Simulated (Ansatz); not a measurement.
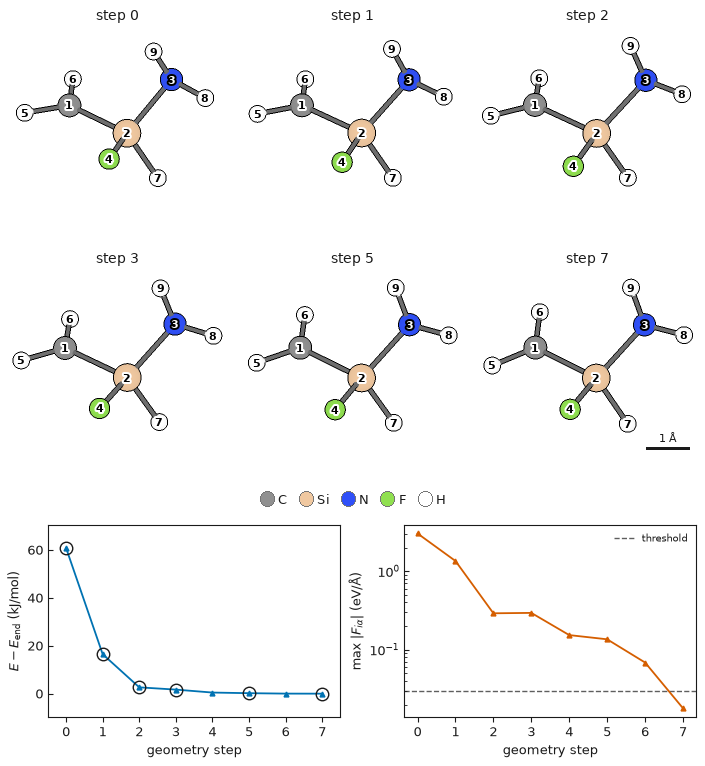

Frames of a relaxation of CH$_{5}$FNSi (multiplicity 2) (coarse preliminary run), marked on the history of the run. A ball-and-stick model, seen at a tilt.

The start comes from a force field.

Theory: Ansatz, UKS PBE-D4/def2-SVP. Settings: force threshold 0.03 eV/Å; at most 200 steps.

Describe the path.

H5 moves most after the best rigid fit: 0.38 Å. Largest moves by element: H 0.38 Å, F 0.27 Å, N 0.11 Å, C 0.10 Å, Si 0.09 Å. Near-neighbour distances that change, for instance: C1–Si2 1.721 → 1.849 Å, Si2–F4 1.572 → 1.652 Å, N3–H9 0.977 → 1.023 Å, Si2–N3 1.683 → 1.726 Å. Among the angles between lasting bonds that change: Si2–N3–H8 105.3° → 119.5°, N3–Si2–F4 106.0° → 114.7°, Si2–N3–H9 111.3° → 119.7°. Groups turn about C1–Si2 by about 20°. Over 7 geometry steps the energy falls by 60.8 kJ/mol. The largest force component goes from 3 to 0.018 eV/Å. The run took 12 s on 4 threads of Arm Neoverse V1, with other jobs on the host. From step 0 to 1: H9 moves most (0.11 Å), energy −44.3 kJ/mol. From step 1 to 2: F4 moves most (0.13 Å), energy −13.8 kJ/mol. From step 2 to 3: F4 moves most (0.10 Å), energy −0.95 kJ/mol. From step 3 to 5: H6 moves most (0.13 Å), energy −1.49 kJ/mol. From step 5 to 7: H5 moves most (0.11 Å), energy −0.20 kJ/mol.

```
step  E − E(0), kJ/mol  largest force component, eV/Å
   0              0.00                         3.0196
   1            -44.32                         1.3476
   2            -58.14                         0.2906
   3            -59.09                         0.2940
   4            -60.32                         0.1533
   5            -60.58                         0.1355
   6            -60.76                         0.0686
   7            -60.78                         0.0179
```
